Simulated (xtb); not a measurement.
# Geometry relaxation, with input and output: CuPH$_{4}$O (charge −1) (part 1 of 3)

System: CuPH$_{4}$O (Cu(PH3)(OH)), charge −1, multiplicity 2.
Method: GFN-FF (xtb 6.7.1).

The input holds or restrains some coordinates. The geometry comes from this level: GFN2-xTB.

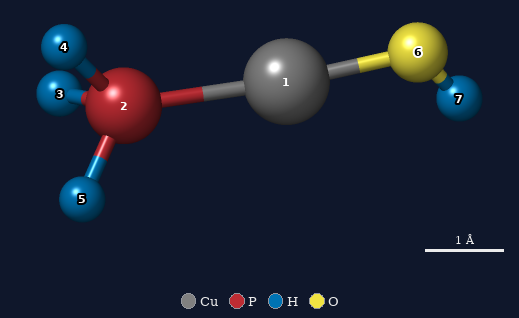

*The input geometry (ball-and-stick view, seen at a tilt; atoms are numbered from 1 in the order of the input). Sticks mark near contacts.*

## The input (in.coord)
```
$coord angs
    -0.0209700     0.0505700    -0.9672700  Cu
    -0.0538600     0.0810700     1.1708500  P
    -0.7422300    -0.8738700     1.8951600  H
    -0.5750400     1.1601900     1.8572400  H
     1.1022700    -0.0052900     1.9236000  H
    -0.0830600     0.1433800    -2.7067100  O
     0.3729000    -0.5560600    -3.1728600  H
$end
```

## File detailed.inp
```
$constrain
   force constant=2
   distance: 5, 2, 1.244
$end
```

Run on 1 thread of Arm Neoverse V1, 24 GiB of memory available, shared host.

Launch command:
```bash
xtb --gff --input detailed.inp --chrg -1 -u 1 -o vtight --parallel 1 -- in.coord | tee in.out
```

## Output
```
* xtb version 6.7.1
   ID    Z sym.   atoms
    1   29 Cu     1
    2   15 P      2
    3    1 H      3-5, 7
    4    8 O      6
constraining bond 5 2 to    1.2440000 Å, actual value:    1.3822907 Å

           -------------------------------------------------
          |                Calculation Setup                |
           -------------------------------------------------

          program call               : xtb --gff --input detailed.inp --chrg -1 -u 1 -o vtight --parallel 1 -- in.coord
          coordinate file            : in.coord
          omp threads                :                     1

          ==================== Thresholds ====================
          CN  :   150.00000
          rep :   500.00000
          disp:  2500.00000
          HB1 :   250.00000
          HB2 :   450.00000

          Pauling EN used:
          Z : 1  EN :  2.20
          Z : 8  EN :  3.44
          Z :15  EN :  2.19
          Z :29  EN :  1.90
          electric field strengths (au): 0.000

           -------------------------------------------------
          |           Force Field Initialization            |
           -------------------------------------------------

          distances ...
          ----------------------------------------
          generating topology and atomic info file ...
          pair mat ...
          computing topology distances matrix with Floyd-Warshall algo ...
          making topology EEQ charges ...
          #fragments for EEQ constrain: 1
          ----------------------------------------
          generating topology and atomic info file ...
          pair mat ...
          computing topology distances matrix with Floyd-Warshall algo ...
          making topology EEQ charges ...
          #fragments for EEQ constrain: 1
          rings ...
          # BATM   14
          # H in HB   4

  atom   neighbors  erfCN metchar sp-hybrid imet pi  qest     coordinates
    1  Cu      2    1.91   0.03         2    2    0   0.087   -0.039628    0.095563   -1.827875
    2  P       4    3.49   0.00         3    0    0  -0.150   -0.101781    0.153200    2.212586
    3  H       1    0.98   0.00         0    0    0  -0.135   -1.402611   -1.651375    3.581333
    4  H       1    0.98   0.00         0    0    0  -0.135   -1.086668    2.192441    3.509675
    5  H       1    0.98   0.00         0    0    0  -0.135    2.082988   -0.009997    3.635077
    6  O       2    1.91   0.00         3    0    0  -0.593   -0.156961    0.270949   -5.114941
    7  H       1    0.98   0.00         0    0    0   0.061    0.704679   -1.050801   -5.995836

          #atoms :   7
          #bonds :   6
          #angl  :   8
          #tors  :   0
          #nmol  :   1
          #optfrag :   1
           -------------------------------------------------
          |                   G F N - F F                   |
          |          A general generic force-field          |
          |                  Version 1.0.3                  |
           -------------------------------------------------
          Number of HB bonds (bound hydrogen)     0
          Number of HB bonds (unbound hydrogen)   4
          Number of XB bonds                      0

 E+G (total)                   0 d,  0 h,  0 min,  0.000 sec
 distance/D3 list               ...        0 min,  0.000 sec (  1.148%)
 non bonded repulsion           ...        0 min,  0.000 sec (  5.666%)
 dCN                            ...        0 min,  0.000 sec (  9.266%)
 EEQ energy and q               ...        0 min,  0.000 sec ( 13.837%)
 D3                             ...        0 min,  0.000 sec (  9.494%)
 EEQ gradient                   ...        0 min,  0.000 sec (  2.847%)
 bonds                          ...        0 min,  0.000 sec ( 10.060%)
 bend and torsion               ...        0 min,  0.000 sec (  6.153%)
 bonded ATM                     ...        0 min,  0.000 sec (  3.041%)
 HB/XB (incl list setup)        ...        0 min,  0.000 sec ( 28.053%)

         :::::::::::::::::::::::::::::::::::::::::::::::::::::
         ::                     SUMMARY                     ::
         :::::::::::::::::::::::::::::::::::::::::::::::::::::
         :: total energy              -1.600325964601 Eh    ::
         :: gradient norm              1.477278769168 Eh/a0 ::
         ::.................................................::
         :: bond energy               -0.617291378135 Eh    ::
         :: angle energy               0.002134623970 Eh    ::
         :: torsion energy             0.000000000000 Eh    ::
         :: repulsion energy           0.032842579669 Eh    ::
         :: electrostat energy        -1.151884079710 Eh    ::
         :: dispersion energy         -0.002779999314 Eh    ::
         :: HB energy                 -0.000000000077 Eh    ::
         :: XB energy                  0.000000000000 Eh    ::
         :: bonded atm energy          0.000063983326 Eh    ::
         :: external energy            0.000000000000 Eh    ::
         :: add. restraining           0.136588305670 Eh    ::
         :: total charge              -1.000000000000 e     ::
         :::::::::::::::::::::::::::::::::::::::::::::::::::::

      -----------------------------------------------------------
     |                   =====================                   |
     |                        A N C O P T                        |
     |                   =====================                   |
     |               Approximate Normal Coordinate               |
     |                Rational Function Optimizer                |
      -----------------------------------------------------------

          ...................................................
          :                      SETUP                      :
          :.................................................:
          :   optimization level         verytight          :
          :   max. optcycles                   200          :
          :   ANC micro-cycles                  20          :
          :   degrees of freedom                15          :
          :.................................................:
          :   RF solver                   davidson          :
          :   write xtbopt.log                true          :
          :   linear?                        false          :
          :   energy convergence         0.1000000E-06 Eh   :
          :   grad. convergence          0.2000000E-03 Eh/α :
          :   maximum RF displ.          1.0000000          :
          :   Hlow (freq-cutoff)         0.1000000E-01      :
          :   Hmax (freq-cutoff)         5.0000000          :
          :   S6 in model hess.         20.0000000          :
          ...................................................

generating ANC from exact Hessian ...
Using GFN-FF Lindh-Hessian
 Shifting diagonal of input Hessian by    8.7494290224899192E-003
 Lowest  eigenvalues of input Hessian
    0.000000    0.000000    0.000000    0.000000    0.000000    0.000000
    0.010000    0.012687    0.030707    0.046269    0.052214    0.091882
    0.115052    0.359761    0.410218    0.413335    1.165567    1.233697
 Highest eigenvalues
    0.413335    1.165567    1.233697    1.330213    1.593232    8.834786

........................................................................
.............................. CYCLE    1 ..............................
........................................................................
     iter. time                 ...        0 min,  0.000 sec
 * total energy  :    -1.6003260 Eh     change        0.0000000E+00 Eh
   gradient norm :     1.4772788 Eh/α   predicted     0.0000000E+00 (   0.00%)
   displ. norm   :     0.2768047 α      lambda       -0.4055312E+00
   maximum displ.:     0.2730663 α      in ANC's #15, #11, #7, ...

........................................................................
.............................. CYCLE    2 ..............................
........................................................................
     iter. time                 ...        0 min,  0.000 sec
 * total energy  :    -1.6904787 Eh     change       -0.9015271E-01 Eh
   gradient norm :     0.8504023 Eh/α   predicted    -0.2183017E+00 ( 142.15%)
   displ. norm   :     0.1190581 α      lambda       -0.8533650E-01
   maximum displ.:     0.0982515 α      in ANC's #15, #7, #9, ...

........................................................................
.............................. CYCLE    3 ..............................
........................................................................
     iter. time                 ...        0 min,  0.000 sec
 * total energy  :    -1.7334789 Eh     change       -0.4300021E-01 Eh
   gradient norm :     0.0292936 Eh/α   predicted    -0.4327305E-01 (   0.63%)
   displ. norm   :     0.0979915 α      lambda       -0.1584447E-02
   maximum displ.:     0.0763286 α      in ANC's #7, #2, #9, ...

........................................................................
.............................. CYCLE    4 ..............................
........................................................................
     iter. time                 ...        0 min,  0.000 sec
 * total energy  :    -1.7348134 Eh     change       -0.1334537E-02 Eh
   gradient norm :     0.0262039 Eh/α   predicted    -0.7998318E-03 ( -40.07%)
   displ. norm   :     0.2520922 α      lambda       -0.3144101E-02
   maximum displ.:     0.1663485 α      in ANC's #7, #2, #9, ...

........................................................................
.............................. CYCLE    5 ..............................
........................................................................
     iter. time                 ...        0 min,  0.000 sec
 * total energy  :    -1.7367179 Eh     change       -0.1904481E-02 Eh
   gradient norm :     0.0206881 Eh/α   predicted    -0.1671956E-02 ( -12.21%)
   displ. norm   :     0.0850920 α      lambda       -0.5494920E-03
   maximum displ.:     0.0424696 α      in ANC's #2, #1, #7, ...

........................................................................
.............................. CYCLE    6 ..............................
........................................................................
     iter. time                 ...        0 min,  0.000 sec
 * total energy  :    -1.7371277 Eh     change       -0.4098143E-03 Eh
   gradient norm :     0.0152098 Eh/α   predicted    -0.2767352E-03 ( -32.47%)
   displ. norm   :     0.0736272 α      lambda       -0.5126118E-03
   maximum displ.:     0.0432349 α      in ANC's #1, #5, #14, ...

........................................................................
.............................. CYCLE    7 ..............................
........................................................................
     iter. time                 ...        0 min,  0.000 sec
 * total energy  :    -1.7374542 Eh     change       -0.3265261E-03 Eh
   gradient norm :     0.0050940 Eh/α   predicted    -0.2576940E-03 ( -21.08%)
   displ. norm   :     0.0589066 α      lambda       -0.1179596E-03
   maximum displ.:     0.0405987 α      in ANC's #2, #5, #1, ...

........................................................................
.............................. CYCLE    8 ..............................
........................................................................
     iter. time                 ...        0 min,  0.000 sec
 * total energy  :    -1.7375339 Eh     change       -0.7965623E-04 Eh
   gradient norm :     0.0015571 Eh/α   predicted    -0.5918218E-04 ( -25.70%)
   displ. norm   :     0.1093988 α      lambda       -0.5505205E-04
   maximum displ.:     0.0776312 α      in ANC's #2, #1, #5, ...
```
